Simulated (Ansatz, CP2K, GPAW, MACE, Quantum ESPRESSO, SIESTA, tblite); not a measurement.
# GPAW runs on amorphous Si (76 atoms), part 2 of 2

Wanted: GPAW inputs and outputs for amorphous Si (76 atoms), checked against a plane-wave reference.

Program: GPAW 26.7.0; the method stands at each step. Banners, paths, timers and routine set-up lines are dropped from the logs unmarked, and long logs keep their key lines alone; longer cuts are marked.

So far. Step 3 (PBE, LCAO dzp, h 0.16 Å): Against the first run (5.5 %), the force difference from the reference is 5.6 %, at 1.9 times the CPU time: the change moves forces by 1.9 meV/Å r.m.s., so most of the difference comes from elsewhere. Step 4 (PBE, LCAO szp(dzp), h 0.2 Å): Against the first run (5.5 %), the force difference from the reference is 16 %, at 0.80 times the CPU time, with 684 basis functions against 988: the smaller basis costs accuracy.

**5. PBE, LCAO dzp, h 0.2 Å, other mixer settings**

Method: Kohn-Sham DFT, PBE, PAW, atomic orbitals (dzp).

The input, run.py:

```python
import numpy as np
from ase.io import read
from gpaw import GPAW, FermiDirac, Mixer

atoms = read("structure.xyz")
atoms.calc = GPAW(
    mode="lcao",
    basis="dzp",
    h=0.2,
    xc="PBE",
    kpts={"size": (1, 1, 1), "gamma": True},
    occupations=FermiDirac(0.05),
    mixer=Mixer(0.03, 7, 100),
    maxiter=200,
    symmetry={"point_group": False},
    txt="gpaw.txt",
)
energy = atoms.get_potential_energy(force_consistent=True)
forces = atoms.get_forces()
print(f"energy {energy:.6f} eV")
print("forces (eV/A)")
for i, (a, f) in enumerate(zip(atoms, forces)):
    print(f"{i:4d} {a.symbol:2s} {f[0]:10.5f} {f[1]:10.5f} {f[2]:10.5f}")
print(f"Fermi level {atoms.calc.get_fermi_level():.4f} eV")
for k in range(len(atoms.calc.get_ibz_k_points())):
    for s in range(atoms.calc.get_number_of_spins()):
        e = atoms.calc.get_eigenvalues(kpt=k, spin=s)
        n = np.searchsorted(e, atoms.calc.get_fermi_level())
        print(f"k {k} spin {s} levels about the Fermi level:", np.round(e[max(n - 6, 0):n], 4).tolist(), "|", np.round(e[n:n + 6], 4).tolist())
```

The input, structure.xyz:

```xyz
76
Lattice="11.52060 0.00000 0.00000 0.00000 11.52060 0.00000 0.00000 0.00000 11.52060" Properties=species:S:1:pos:R:3 pbc="T T T"
[... 76 atom lines left out: the same atoms as in the first run ...]
```

Started as:

```bash
OMP_NUM_THREADS=1 python run.py > output.txt
```

The program printed:

```text
energy -373.718130 eV
forces (eV/A)
   0 Si   -0.27389   -0.09226    0.04996
   1 Si   -0.81616    2.40319    0.83077
   2 Si   -0.54276    0.20428   -1.54379
   3 Si    0.01204   -0.17534   -0.54591
   4 Si    0.82147   -0.92676    0.19176
   5 Si   -0.96964   -1.92450   -0.60716
[...]
73 Si    1.13388    0.28803    1.23639
  74 Si   -0.18485   -0.10646    0.35435
  75 Si   -0.57417    0.35082   -2.69283
Fermi level 5.4842 eV
k 0 spin 0 levels about the Fermi level: [4.935, 5.1154, 5.1596, 5.2785, 5.3839, 5.4441] | [5.54, 5.5686, 5.6394, 5.8372, 5.9495, 5.9956]
```

gpaw.txt:

```text
Input parameters:
  mode=LCAO(),
  basis={'default': 'dzp'},
  h=0.2,
  kpts=MonkhorstPack(size=(1, 1, 1), gamma=True),
  maxiter=200,
[... lines left out ...]
  occupations=Occupations(name='fermi-dirac', width=0.05, fixmagmom=False),
[... lines left out ...]
  Fermi-Dirac:
[... lines left out ...]
convergence criteria:
- Maximum [total energy] change in last 3 cyles: 0.0005 eV / valence electron
[... lines left out ...]
Converged in 25 steps
[... lines left out ...]
  Free energy:    -373.718130
[... lines left out ...]
Fermi level: 5.484
[... lines left out ...]
|        ... |               |           |
|        186 |         7.767 |     0.000 |
Gap: 0.096 eV
Transition (v -> c):
  (s=0, k=0, n=151, [0.00, 0.00, 0.00]) -> (s=0, k=0, n=152, [0.00, 0.00, 0.00])
No difference between direct/indirect transitions
Force computation time: 27.649  # s
timing:  # [seconds]
  Total:  339.895  # ━━━━━━━━━━━━━━━━━━━━━━━━━━━━━━━━━━━━━━━━━━━━━━━━━━━━━━━━
  Init:     7.478  # ━
  SCF:    304.741  # ━━━━━━━━━━━━━━━━━━━━━━━━━━━━━━━━━━━━━━━━━━━━━━━━━━
  Forces:  27.649  # ━━━━╸
```

Elapsed: 5.7 min, on 1 thread of Arm Neoverse V2, shared host; peak memory 1.4 GiB.

Against the reference:

```yaml
r_m_s_force_component: 0.9804 eV/Å
r_m_s_difference_of_force_components: 51.77 meV/Å
longest_difference_of_force_vectors: 157.2 meV/Å
force_difference_over_r_m_s_force: 5.523 %
slope_of_forces_against_the_reference_s: 1.046
correlation_of_force_components: 0.9996
energy_less_the_same_level_run_s: 0 meV/atom
r_m_s_force_difference_from_the_same_level_run: 1.191 meV/Å
```

Against the first run (5.5 %), the force difference from the reference is 5.5 %, at 1.4 times the CPU time (25 SCF steps against 17): another solver or mixer reaches the same state.

**6. Side by side**

Differences are against the plane-wave reference, forces as r.m.s. over components; share is that over the reference's r.m.s. force, slope the least-squares factor from reference forces to these. Total energies of different programs have different zeros and aren't compared.

```tsv
run	Δ force, r.m.s. (meV/Å)	share (%)	slope	cores	CPU time	memory (GiB)
reference	-	-	-	8	40 s	1.4
GPAW PBE, LCAO dzp, h 0.2 Å	52.0	5.55	1.046	1	4 min	1.5
GPAW PBE, LCAO dzp, h 0.16 Å	52.1	5.55	1.046	1	7.7 min	3.0
GPAW PBE, LCAO szp(dzp), h 0.2 Å (coarse)	149	15.9	1.113	1	3.2 min	1.5
GPAW PBE, LCAO dzp, h 0.2 Å, other mixer settings	51.8	5.52	1.046	1	5.7 min	1.4
```

Rows marked coarse were listed beforehand as settings not expected to be converged; some can still land near the reference.

CPU time is summed over cores on a shared host, where runs went side by side, so it is rough. Symmetry, cutoffs, thresholds, outputs and thread counts weren't matched or tuned between programs; memory under MPI is the largest rank's times the ranks.

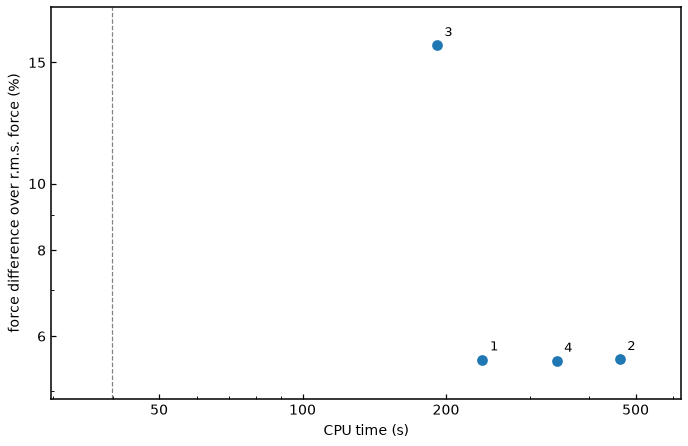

Force difference against CPU time; the dashed line marks the reference's time. Points: 1 GPAW PBE, LCAO dzp, h 0.2 Å; 2 GPAW PBE, LCAO dzp, h 0.16 Å; 3 GPAW PBE, LCAO szp(dzp), h 0.2 Å; 4 GPAW PBE, LCAO dzp, h 0.2 Å, other mixer settings.

Within one program, basis, potentials and functional, energies share a zero. Each run against its twin at the usual cutoff or grid and solver:

```tsv
run	twin	Δ energy (meV/atom)	Δ force, r.m.s. (meV/Å)	CPU time over the twin's
GPAW PBE, LCAO dzp, h 0.16 Å	LCAO dzp, h 0.2 Å	-2.27	1.86	1.9
GPAW PBE, LCAO dzp, h 0.2 Å, other mixer settings	LCAO dzp, h 0.2 Å	0	1.19	1.4
```

**7. Results**

| Property | Result |
| --- | --- |
| nearest in forces | a tie at 5.5 % of 2 runs: GPAW PBE, LCAO dzp, h 0.2 Å; GPAW PBE, LCAO dzp, h 0.2 Å, other mixer settings |

**Reading.** The PBE runs in local orbitals, coarse settings apart, differ by 5.5 % (GPAW PBE, LCAO dzp, h 0.2 Å, other mixer settings) to 5.6 % (GPAW PBE, LCAO dzp, h 0.16 Å); basis, grid and potentials can all enter. Runs with settings chosen to be coarse differ by 16 % (GPAW PBE, LCAO szp(dzp), h 0.2 Å), their programs' other errors included. None of the electronic-structure runs in the table takes under half the reference's CPU time of 40 s; they take 4.8 to 12 times as much. GPAW PBE, LCAO szp(dzp), h 0.2 Å stiffens the forces by a factor of 1.11 while following their directions (correlation 0.995); the slopes of the 4 GPAW runs lie between 1.05 and 1.11. The quench rate of 10 K/ps is many orders above laboratory rates, so the cell is likely richer in defects and strain than a real sample. The network of bonds at the start is that of the classical potential that made the cell, and needn't be the one that DFT or experiment would give. The electronic-structure runs sample only Γ, in a cell whose shortest periodic width is 12 Å, which is coarse for a cell with partly filled levels.

[Also dropped from logs without a mark: logging warnings of Python, and SIESTA's first energy breakdown and zero terms.]

[Logs are printed without paths, hosts, clocks, repeated set-up lines and the standing remarks that a program may print on its own settings, such as how far it seeks lower states.]

[Hosts, paths, dates, database ids (printed as entryN), source tags and the programs' standing remarks are cut or masked in the printed files.]
